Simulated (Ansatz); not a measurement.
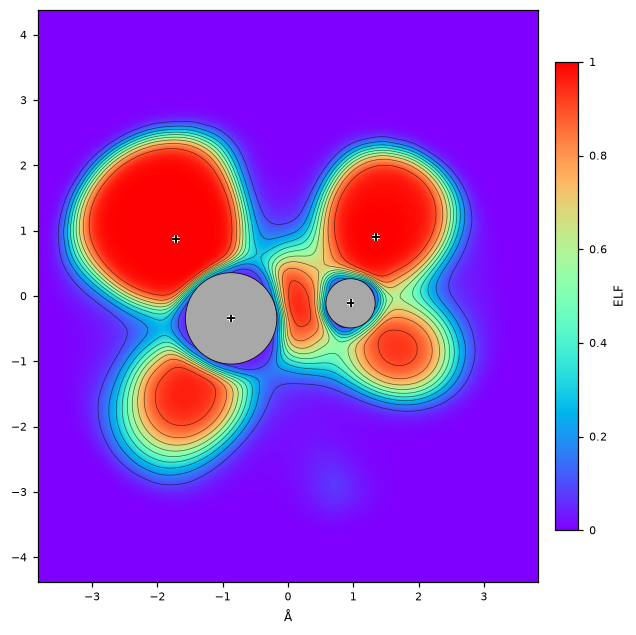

The electron localisation function on a plane through atoms (crosses mark nuclei in the plane; grey discs cover the cores).

All numbers below come from Ansatz 0.2.0, isolated molecule in a Gaussian basis; Hartree-Fock.

Candidates:
A. Cl$_{2}$FISi (SMILES F[Si](Cl)(Cl)I)
B. CH$_{5}$AsSi (SMILES C1[SiH2][AsH]1)
C. F$_{2}$H$_{4}$Si$_{2}$ (SMILES F[SiH2][SiH2]F)

**Which system is this?**

Candidate B: CH$_{5}$AsSi on the plane of atoms C1, Si2 and H6, which holds C, Si and H. C–Si (1.84 Å): the ELF peaks at about 0.95 between the atoms (a covalent bond). C–H (1.09 Å): the ELF climbs to about 1 towards the hydrogen, as it does in any bond to H (a covalent bond by its length).
